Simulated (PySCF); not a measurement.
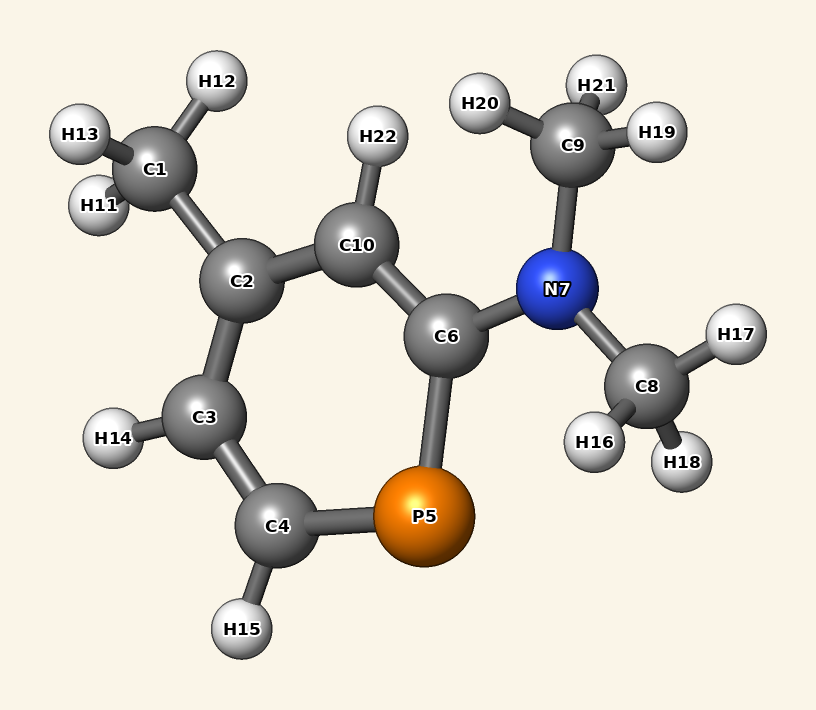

The thickness of each stick grows with its Mayer bond order. The computed structure is the end point of a GFN2-xTB optimisation. No frequency run is at hand to confirm it as a minimum. Level of theory: PBE0/pcSseg-1 (PySCF 2.14.0).

List the Mayer bond orders of C1–C2, C2–C3, C2–C10, C3–C4, C4–P5, P5–C6, C6–N7, C6–C10, N7–C8, N7–C9 (bonds between heavy atoms, one of each equivalent set).

```tsv
bond	Mayer order	length (Å)
C1–C2	1.07	1.501
C2–C3	1.38	1.392
C2–C10	1.47	1.384
C3–C4	1.49	1.375
C4–P5	1.33	1.729
P5–C6	1.19	1.770
C6–N7	1.04	1.369
C6–C10	1.31	1.397
N7–C8	0.96	1.438
N7–C9	0.96	1.441
```

The geometry is semi-empirical. Around P such bond lengths and angles can be off by a tenth of an ångström or more and by several degrees, and values that hang on the shape move with them.
